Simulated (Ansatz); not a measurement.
Molecular dynamics of SiNH$_{3}$Cl$_{2}$ (part 1 of 3)

The run: molecular dynamics of SiNH$_{3}$Cl$_{2}$. Method and program: RHF/def2-SVP (Ansatz 0.2.0).

It belongs to a series of runs on one base structure; here: dynamics from the start. Figures and captions count atoms from 1; the log counts them from 0 in places.

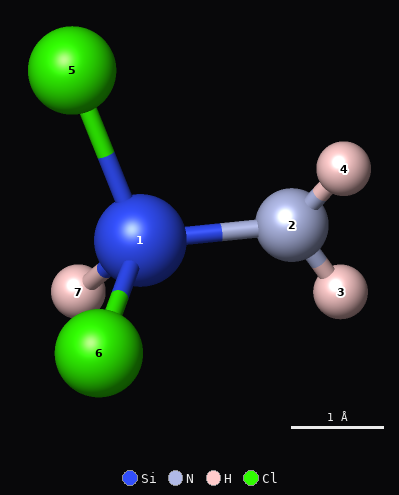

Figure 1. The structure as given in the input (ball-and-stick view, seen at a tilt; atoms are numbered from 1 in the order of the input). Bond lengths as drawn: Cl–Si 2.06 to 2.07 Å, H–N 1.00 Å, H–Si 1.46 Å and N–Si 1.69 Å.

## The input
```yaml
crystal:
  periodic: [false, false, false]
  atoms:
    - { symbol: Si, position_ang: [-0.002725, -0.013, 0.063649] }
    - { symbol: "N", position_ang: [0.057127, -0.093217, 1.755686] }
    - { symbol: H, position_ang: [-0.757364, -0.304895, 2.29904] }
    - { symbol: H, position_ang: [0.744569, 0.408837, 2.283347] }
    - { symbol: Cl, position_ang: [1.936413, -0.00331, -0.630378] }
    - { symbol: Cl, position_ang: [-0.917181, 1.698073, -0.665827] }
    - { symbol: H, position_ang: [-0.743138, -1.145789, -0.490316] }
basis:
  gaussian: { orbitals: def2-SVP }
hamiltonian:
  xc: hf
md:
  timestep: 0.25
  n_steps: 250
  ensemble: nvt_nose_hoover
  temperature: 300.0
  initial_velocities: maxwell_boltzmann
  seed: 960831
```

Hardware: 1 thread of Intel Xeon @ 2.50GHz (Skylake/Cascade Lake), 32 GiB of memory available, shared host.

Launch command:
```bash
ansatz run input.yaml --threads 1 --pin off --max-ram 2048MiB --backend cpu --events-out ev --progress --plain --runs-dir out
```

## Log
```
Engine: ansatz 0.2.0, x86_64-unknown-linux-gnu
Functional definition: HF
  exchange = exact_x
  correlation = 0
841 factors; integrals over basis functions are off by at most 2.7e-4 eV
mean field evaluation 1: about -34388.7115 eV, gradient 3.1e1 eV
mean field evaluation 2: about -34388.7356 eV, gradient 3.1e1 eV
mean field evaluation 4: about -34390.9315 eV, gradient 2.2e0 eV
mean field evaluation 8: about -34390.9519 eV, gradient 1.2e-1 eV
mean field -34390.95198565 eV, -1263.8441744480 hartree, gradient 3.4e-5 eV, S^2 0.000000; 0 other end points of the search recorded, 0 dependent functions left out
the calculation of the forces begins
reference -34390.95198565 eV, -1263.8441744480 hartree; 29, 29 occupied and 54, 54 virtual orbitals, 841 factors
md step     0: t =     0.00 fs  T =   300.0 K  F+E_penalty+E_count = -34390.95198565 eV  E_kin = 0.193890 eV  conserved = -34390.75809565 eV  (34 SCF iters)
these checks for a lower state are left out or cut short: starts, cluster_reference, orbital_swaps, neighbouring_geometries, increment
841 factors; integrals over basis functions are off by at most 2.7e-4 eV
mean field evaluation 16: about -34390.9512 eV, gradient 7.7e-4 eV
mean field -34390.95117210 eV, -1263.8441445508 hartree, gradient 1.6e-5 eV, S^2 0.000000; 0 other end points of the search recorded, 0 dependent functions left out
the calculation of the forces begins
reference -34390.95117210 eV, -1263.8441445508 hartree; 29, 29 occupied and 54, 54 virtual orbitals, 841 factors
md step     1: t =     0.25 fs  T =   298.7 K  F+E_penalty+E_count = -34390.95117210 eV  E_kin = 0.193082 eV  conserved = -34390.75809004 eV  (25 SCF iters)
[... from here on the SCF iterations and repeated set-up lines of each step are left out, up to the last step ...]
md step     2: t =     0.50 fs  T =   295.1 K  F+E_penalty+E_count = -34390.94876937 eV  E_kin = 0.190692 eV  conserved = -34390.75807737 eV  (25 SCF iters)
md step     3: t =     0.75 fs  T =   289.2 K  F+E_penalty+E_count = -34390.94497144 eV  E_kin = 0.186912 eV  conserved = -34390.75805909 eV  (25 SCF iters)
md step     4: t =     1.00 fs  T =   281.6 K  F+E_penalty+E_count = -34390.94006174 eV  E_kin = 0.182025 eV  conserved = -34390.75803713 eV  (25 SCF iters)
md step     5: t =     1.25 fs  T =   272.9 K  F+E_penalty+E_count = -34390.93438304 eV  E_kin = 0.176370 eV  conserved = -34390.75801364 eV  (25 SCF iters)
md step     6: t =     1.50 fs  T =   263.5 K  F+E_penalty+E_count = -34390.92830307 eV  E_kin = 0.170313 eV  conserved = -34390.75799083 eV  (25 SCF iters)
md step     7: t =     1.75 fs  T =   254.1 K  F+E_penalty+E_count = -34390.92217977 eV  E_kin = 0.164211 eV  conserved = -34390.75797070 eV  (25 SCF iters)
md step     8: t =     2.00 fs  T =   245.1 K  F+E_penalty+E_count = -34390.91632931 eV  E_kin = 0.158377 eV  conserved = -34390.75795491 eV  (25 SCF iters)
md step     9: t =     2.25 fs  T =   236.8 K  F+E_penalty+E_count = -34390.91099971 eV  E_kin = 0.153059 eV  conserved = -34390.75794464 eV  (25 SCF iters)
md step    10: t =     2.50 fs  T =   229.6 K  F+E_penalty+E_count = -34390.90635208 eV  E_kin = 0.148417 eV  conserved = -34390.75794052 eV  (25 SCF iters)
md step    11: t =     2.75 fs  T =   223.6 K  F+E_penalty+E_count = -34390.90245095 eV  E_kin = 0.144516 eV  conserved = -34390.75794253 eV  (25 SCF iters)
md step    12: t =     3.00 fs  T =   218.7 K  F+E_penalty+E_count = -34390.89926420 eV  E_kin = 0.141324 eV  conserved = -34390.75795007 eV  (25 SCF iters)
md step    13: t =     3.25 fs  T =   214.6 K  F+E_penalty+E_count = -34390.89667273 eV  E_kin = 0.138724 eV  conserved = -34390.75796207 eV  (25 SCF iters)
md step    14: t =     3.50 fs  T =   211.2 K  F+E_penalty+E_count = -34390.89448842 eV  E_kin = 0.136528 eV  conserved = -34390.75797689 eV  (25 SCF iters)
md step    15: t =     3.75 fs  T =   208.1 K  F+E_penalty+E_count = -34390.89247953 eV  E_kin = 0.134507 eV  conserved = -34390.75799269 eV  (25 SCF iters)
md step    16: t =     4.00 fs  T =   204.9 K  F+E_penalty+E_count = -34390.89040030 eV  E_kin = 0.132417 eV  conserved = -34390.75800746 eV  (24 SCF iters)
md step    17: t =     4.25 fs  T =   201.2 K  F+E_penalty+E_count = -34390.88802238 eV  E_kin = 0.130032 eV  conserved = -34390.75801934 eV  (25 SCF iters)
md step    18: t =     4.50 fs  T =   196.8 K  F+E_penalty+E_count = -34390.88516411 eV  E_kin = 0.127171 eV  conserved = -34390.75802677 eV  (25 SCF iters)
md step    19: t =     4.75 fs  T =   191.4 K  F+E_penalty+E_count = -34390.88171422 eV  E_kin = 0.123725 eV  conserved = -34390.75802880 eV  (26 SCF iters)
md step    20: t =     5.00 fs  T =   185.2 K  F+E_penalty+E_count = -34390.87764629 eV  E_kin = 0.119666 eV  conserved = -34390.75802522 eV  (25 SCF iters)
md step    21: t =     5.25 fs  T =   178.0 K  F+E_penalty+E_count = -34390.87302149 eV  E_kin = 0.115057 eV  conserved = -34390.75801655 eV  (26 SCF iters)
md step    22: t =     5.50 fs  T =   170.2 K  F+E_penalty+E_count = -34390.86797865 eV  E_kin = 0.110032 eV  conserved = -34390.75800437 eV  (26 SCF iters)
md step    23: t =     5.75 fs  T =   162.1 K  F+E_penalty+E_count = -34390.86271166 eV  E_kin = 0.104786 eV  conserved = -34390.75799056 eV  (26 SCF iters)
md step    24: t =     6.00 fs  T =   154.0 K  F+E_penalty+E_count = -34390.85743863 eV  E_kin = 0.099533 eV  conserved = -34390.75797734 eV  (25 SCF iters)
md step    25: t =     6.25 fs  T =   146.2 K  F+E_penalty+E_count = -34390.85236678 eV  E_kin = 0.094479 eV  conserved = -34390.75796684 eV  (25 SCF iters)
md step    26: t =     6.50 fs  T =   138.9 K  F+E_penalty+E_count = -34390.84765980 eV  E_kin = 0.089786 eV  conserved = -34390.75796067 eV  (35 SCF iters)
md step    27: t =     6.75 fs  T =   132.4 K  F+E_penalty+E_count = -34390.84341328 eV  E_kin = 0.085549 eV  conserved = -34390.75795942 eV  (25 SCF iters)
md step    28: t =     7.00 fs  T =   126.5 K  F+E_penalty+E_count = -34390.83964409 eV  E_kin = 0.081784 eV  conserved = -34390.75796290 eV  (25 SCF iters)
md step    29: t =     7.25 fs  T =   121.4 K  F+E_penalty+E_count = -34390.83629425 eV  E_kin = 0.078435 eV  conserved = -34390.75796994 eV  (25 SCF iters)
md step    30: t =     7.50 fs  T =   116.6 K  F+E_penalty+E_count = -34390.83324946 eV  E_kin = 0.075390 eV  conserved = -34390.75797871 eV  (25 SCF iters)
md step    31: t =     7.75 fs  T =   112.2 K  F+E_penalty+E_count = -34390.83036790 eV  E_kin = 0.072509 eV  conserved = -34390.75798707 eV  (25 SCF iters)
md step    32: t =     8.00 fs  T =   107.8 K  F+E_penalty+E_count = -34390.82751369 eV  E_kin = 0.069658 eV  conserved = -34390.75799302 eV  (25 SCF iters)
md step    33: t =     8.25 fs  T =   103.3 K  F+E_penalty+E_count = -34390.82458857 eV  E_kin = 0.066740 eV  conserved = -34390.75799502 eV  (25 SCF iters)
md step    34: t =     8.50 fs  T =    98.6 K  F+E_penalty+E_count = -34390.82155625 eV  E_kin = 0.063720 eV  conserved = -34390.75799225 eV  (26 SCF iters)
md step    35: t =     8.75 fs  T =    93.8 K  F+E_penalty+E_count = -34390.81845573 eV  E_kin = 0.060636 eV  conserved = -34390.75798470 eV  (26 SCF iters)
md step    36: t =     9.00 fs  T =    89.1 K  F+E_penalty+E_count = -34390.81540192 eV  E_kin = 0.057603 eV  conserved = -34390.75797309 eV  (25 SCF iters)
md step    37: t =     9.25 fs  T =    84.8 K  F+E_penalty+E_count = -34390.81257440 eV  E_kin = 0.054800 eV  conserved = -34390.75795879 eV  (26 SCF iters)
md step    38: t =     9.50 fs  T =    81.1 K  F+E_penalty+E_count = -34390.81019700 eV  E_kin = 0.052446 eV  conserved = -34390.75794407 eV  (25 SCF iters)
md step    39: t =     9.75 fs  T =    78.6 K  F+E_penalty+E_count = -34390.80850842 eV  E_kin = 0.050782 eV  conserved = -34390.75792966 eV  (26 SCF iters)
md step    40: t =    10.00 fs  T =    77.4 K  F+E_penalty+E_count = -34390.80773634 eV  E_kin = 0.050031 eV  conserved = -34390.75791788 eV  (26 SCF iters)
md step    41: t =    10.25 fs  T =    78.0 K  F+E_penalty+E_count = -34390.80806703 eV  E_kin = 0.050380 eV  conserved = -34390.75791020 eV  (25 SCF iters)
md step    42: t =    10.50 fs  T =    80.4 K  F+E_penalty+E_count = -34390.80962182 eV  E_kin = 0.051949 eV  conserved = -34390.75790704 eV  (25 SCF iters)
md step    43: t =    10.75 fs  T =    84.8 K  F+E_penalty+E_count = -34390.81244292 eV  E_kin = 0.054779 eV  conserved = -34390.75791016 eV  (25 SCF iters)
md step    44: t =    11.00 fs  T =    91.0 K  F+E_penalty+E_count = -34390.81648123 eV  E_kin = 0.058822 eV  conserved = -34390.75791889 eV  (24 SCF iters)
md step    45: t =    11.25 fs  T =    98.9 K  F+E_penalty+E_count = -34390.82159909 eV  E_kin = 0.063940 eV  conserved = -34390.75793270 eV  (25 SCF iters)
md step    46: t =    11.50 fs  T =   108.2 K  F+E_penalty+E_count = -34390.82757845 eV  E_kin = 0.069919 eV  conserved = -34390.75795055 eV  (24 SCF iters)
md step    47: t =    11.75 fs  T =   118.3 K  F+E_penalty+E_count = -34390.83413732 eV  E_kin = 0.076476 eV  conserved = -34390.75797103 eV  (25 SCF iters)
md step    48: t =    12.00 fs  T =   128.9 K  F+E_penalty+E_count = -34390.84095248 eV  E_kin = 0.083291 eV  conserved = -34390.75799244 eV  (25 SCF iters)
md step    49: t =    12.25 fs  T =   139.3 K  F+E_penalty+E_count = -34390.84768668 eV  E_kin = 0.090028 eV  conserved = -34390.75801291 eV  (25 SCF iters)
md step    50: t =    12.50 fs  T =   149.1 K  F+E_penalty+E_count = -34390.85401823 eV  E_kin = 0.096368 eV  conserved = -34390.75803063 eV  (25 SCF iters)
md step    51: t =    12.75 fs  T =   157.9 K  F+E_penalty+E_count = -34390.85967033 eV  E_kin = 0.102035 eV  conserved = -34390.75804394 eV  (25 SCF iters)
md step    52: t =    13.00 fs  T =   165.3 K  F+E_penalty+E_count = -34390.86443743 eV  E_kin = 0.106825 eV  conserved = -34390.75805147 eV  (25 SCF iters)
md step    53: t =    13.25 fs  T =   171.2 K  F+E_penalty+E_count = -34390.86820581 eV  E_kin = 0.110625 eV  conserved = -34390.75805241 eV  (24 SCF iters)
md step    54: t =    13.50 fs  T =   175.5 K  F+E_penalty+E_count = -34390.87096545 eV  E_kin = 0.113424 eV  conserved = -34390.75804681 eV  (35 SCF iters)
md step    55: t =    13.75 fs  T =   178.4 K  F+E_penalty+E_count = -34390.87281022 eV  E_kin = 0.115316 eV  conserved = -34390.75803533 eV  (25 SCF iters)
md step    56: t =    14.00 fs  T =   180.2 K  F+E_penalty+E_count = -34390.87392634 eV  E_kin = 0.116484 eV  conserved = -34390.75801943 eV  (25 SCF iters)
md step    57: t =    14.25 fs  T =   181.3 K  F+E_penalty+E_count = -34390.87456837 eV  E_kin = 0.117181 eV  conserved = -34390.75800123 eV  (25 SCF iters)
md step    58: t =    14.50 fs  T =   182.1 K  F+E_penalty+E_count = -34390.87502559 eV  E_kin = 0.117695 eV  conserved = -34390.75798322 eV  (25 SCF iters)
md step    59: t =    14.75 fs  T =   183.1 K  F+E_penalty+E_count = -34390.87558294 eV  E_kin = 0.118306 eV  conserved = -34390.75796785 eV  (25 SCF iters)
md step    60: t =    15.00 fs  T =   184.5 K  F+E_penalty+E_count = -34390.87648215 eV  E_kin = 0.119256 eV  conserved = -34390.75795719 eV  (25 SCF iters)
md step    61: t =    15.25 fs  T =   186.8 K  F+E_penalty+E_count = -34390.87788952 eV  E_kin = 0.120708 eV  conserved = -34390.75795256 eV  (25 SCF iters)
md step    62: t =    15.50 fs  T =   189.9 K  F+E_penalty+E_count = -34390.87987551 eV  E_kin = 0.122734 eV  conserved = -34390.75795432 eV  (25 SCF iters)
md step    63: t =    15.75 fs  T =   193.9 K  F+E_penalty+E_count = -34390.88240932 eV  E_kin = 0.125304 eV  conserved = -34390.75796179 eV  (25 SCF iters)
md step    64: t =    16.00 fs  T =   198.5 K  F+E_penalty+E_count = -34390.88536928 eV  E_kin = 0.128297 eV  conserved = -34390.75797351 eV  (25 SCF iters)
md step    65: t =    16.25 fs  T =   203.5 K  F+E_penalty+E_count = -34390.88856613 eV  E_kin = 0.131526 eV  conserved = -34390.75798748 eV  (26 SCF iters)
md step    66: t =    16.50 fs  T =   208.5 K  F+E_penalty+E_count = -34390.89177455 eV  E_kin = 0.134768 eV  conserved = -34390.75800157 eV  (25 SCF iters)
md step    67: t =    16.75 fs  T =   213.2 K  F+E_penalty+E_count = -34390.89476704 eV  E_kin = 0.137798 eV  conserved = -34390.75801385 eV  (25 SCF iters)
md step    68: t =    17.00 fs  T =   217.3 K  F+E_penalty+E_count = -34390.89734436 eV  E_kin = 0.140418 eV  conserved = -34390.75802294 eV  (26 SCF iters)
md step    69: t =    17.25 fs  T =   220.5 K  F+E_penalty+E_count = -34390.89935803 eV  E_kin = 0.142479 eV  conserved = -34390.75802821 eV  (26 SCF iters)
md step    70: t =    17.50 fs  T =   222.6 K  F+E_penalty+E_count = -34390.90072190 eV  E_kin = 0.143896 eV  conserved = -34390.75802941 eV  (26 SCF iters)
md step    71: t =    17.75 fs  T =   223.8 K  F+E_penalty+E_count = -34390.90141385 eV  E_kin = 0.144644 eV  conserved = -34390.75802718 eV  (26 SCF iters)
md step    72: t =    18.00 fs  T =   224.0 K  F+E_penalty+E_count = -34390.90146686 eV  E_kin = 0.144758 eV  conserved = -34390.75802253 eV  (25 SCF iters)
md step    73: t =    18.25 fs  T =   223.3 K  F+E_penalty+E_count = -34390.90095355 eV  E_kin = 0.144306 eV  conserved = -34390.75801666 eV  (25 SCF iters)
md step    74: t =    18.50 fs  T =   221.8 K  F+E_penalty+E_count = -34390.89996695 eV  E_kin = 0.143381 eV  conserved = -34390.75801082 eV  (25 SCF iters)
md step    75: t =    18.75 fs  T =   219.8 K  F+E_penalty+E_count = -34390.89860067 eV  E_kin = 0.142076 eV  conserved = -34390.75800609 eV  (25 SCF iters)
md step    76: t =    19.00 fs  T =   217.3 K  F+E_penalty+E_count = -34390.89693135 eV  E_kin = 0.140465 eV  conserved = -34390.75800328 eV  (25 SCF iters)
md step    77: t =    19.25 fs  T =   214.4 K  F+E_penalty+E_count = -34390.89500548 eV  E_kin = 0.138595 eV  conserved = -34390.75800284 eV  (25 SCF iters)
md step    78: t =    19.50 fs  T =   211.2 K  F+E_penalty+E_count = -34390.89283193 eV  E_kin = 0.136475 eV  conserved = -34390.75800484 eV  (25 SCF iters)
md step    79: t =    19.75 fs  T =   207.5 K  F+E_penalty+E_count = -34390.89038069 eV  E_kin = 0.134075 eV  conserved = -34390.75800907 eV  (25 SCF iters)
md step    80: t =    20.00 fs  T =   203.2 K  F+E_penalty+E_count = -34390.88758718 eV  E_kin = 0.131331 eV  conserved = -34390.75801476 eV  (25 SCF iters)
md step    81: t =    20.25 fs  T =   198.3 K  F+E_penalty+E_count = -34390.88436262 eV  E_kin = 0.128154 eV  conserved = -34390.75802108 eV  (25 SCF iters)
md step    82: t =    20.50 fs  T =   192.6 K  F+E_penalty+E_count = -34390.88060784 eV  E_kin = 0.124446 eV  conserved = -34390.75802703 eV  (35 SCF iters)
md step    83: t =    20.75 fs  T =   185.9 K  F+E_penalty+E_count = -34390.87623019 eV  E_kin = 0.120116 eV  conserved = -34390.75803147 eV  (26 SCF iters)
md step    84: t =    21.00 fs  T =   178.1 K  F+E_penalty+E_count = -34390.87116177 eV  E_kin = 0.115096 eV  conserved = -34390.75803330 eV  (25 SCF iters)
md step    85: t =    21.25 fs  T =   169.2 K  F+E_penalty+E_count = -34390.86537705 eV  E_kin = 0.109362 eV  conserved = -34390.75803156 eV  (26 SCF iters)
md step    86: t =    21.50 fs  T =   159.3 K  F+E_penalty+E_count = -34390.85890801 eV  E_kin = 0.102946 eV  conserved = -34390.75802559 eV  (26 SCF iters)
md step    87: t =    21.75 fs  T =   148.5 K  F+E_penalty+E_count = -34390.85185456 eV  E_kin = 0.095947 eV  conserved = -34390.75801513 eV  (26 SCF iters)
md step    88: t =    22.00 fs  T =   137.0 K  F+E_penalty+E_count = -34390.84438872 eV  E_kin = 0.088537 eV  conserved = -34390.75800106 eV  (25 SCF iters)
md step    89: t =    22.25 fs  T =   125.3 K  F+E_penalty+E_count = -34390.83674721 eV  E_kin = 0.080953 eV  conserved = -34390.75798310 eV  (25 SCF iters)
md step    90: t =    22.50 fs  T =   113.7 K  F+E_penalty+E_count = -34390.82922030 eV  E_kin = 0.073482 eV  conserved = -34390.75796333 eV  (26 SCF iters)
md step    91: t =    22.75 fs  T =   102.8 K  F+E_penalty+E_count = -34390.82212525 eV  E_kin = 0.066440 eV  conserved = -34390.75794373 eV  (26 SCF iters)
md step    92: t =    23.00 fs  T =    93.0 K  F+E_penalty+E_count = -34390.81577543 eV  E_kin = 0.060138 eV  conserved = -34390.75792652 eV  (25 SCF iters)
md step    93: t =    23.25 fs  T =    84.9 K  F+E_penalty+E_count = -34390.81044506 eV  E_kin = 0.054848 eV  conserved = -34390.75791386 eV  (25 SCF iters)
md step    94: t =    23.50 fs  T =    78.6 K  F+E_penalty+E_count = -34390.80633530 eV  E_kin = 0.050772 eV  conserved = -34390.75790746 eV  (24 SCF iters)
md step    95: t =    23.75 fs  T =    74.3 K  F+E_penalty+E_count = -34390.80354746 eV  E_kin = 0.048008 eV  conserved = -34390.75790828 eV  (25 SCF iters)
md step    96: t =    24.00 fs  T =    72.0 K  F+E_penalty+E_count = -34390.80206810 eV  E_kin = 0.046546 eV  conserved = -34390.75791631 eV  (25 SCF iters)
md step    97: t =    24.25 fs  T =    71.6 K  F+E_penalty+E_count = -34390.80176940 eV  E_kin = 0.046257 eV  conserved = -34390.75793053 eV  (25 SCF iters)
md step    98: t =    24.50 fs  T =    72.6 K  F+E_penalty+E_count = -34390.80242513 eV  E_kin = 0.046920 eV  conserved = -34390.75794909 eV  (25 SCF iters)
md step    99: t =    24.75 fs  T =    74.6 K  F+E_penalty+E_count = -34390.80373935 eV  E_kin = 0.048240 eV  conserved = -34390.75796903 eV  (25 SCF iters)
md step   100: t =    25.00 fs  T =    77.2 K  F+E_penalty+E_count = -34390.80538639 eV  E_kin = 0.049895 eV  conserved = -34390.75798896 eV  (25 SCF iters)
md step   101: t =    25.25 fs  T =    79.8 K  F+E_penalty+E_count = -34390.80704731 eV  E_kin = 0.051568 eV  conserved = -34390.75800605 eV  (25 SCF iters)
md step   102: t =    25.50 fs  T =    82.0 K  F+E_penalty+E_count = -34390.80844812 eV  E_kin = 0.052986 eV  conserved = -34390.75801862 eV  (25 SCF iters)
md step   103: t =    25.75 fs  T =    83.5 K  F+E_penalty+E_count = -34390.80938613 eV  E_kin = 0.053949 eV  conserved = -34390.75802575 eV  (26 SCF iters)
md step   104: t =    26.00 fs  T =    84.1 K  F+E_penalty+E_count = -34390.80974494 eV  E_kin = 0.054338 eV  conserved = -34390.75802733 eV  (26 SCF iters)
md step   105: t =    26.25 fs  T =    83.7 K  F+E_penalty+E_count = -34390.80949679 eV  E_kin = 0.054127 eV  conserved = -34390.75802396 eV  (26 SCF iters)
md step   106: t =    26.50 fs  T =    82.6 K  F+E_penalty+E_count = -34390.80869360 eV  E_kin = 0.053364 eV  conserved = -34390.75801676 eV  (26 SCF iters)
```
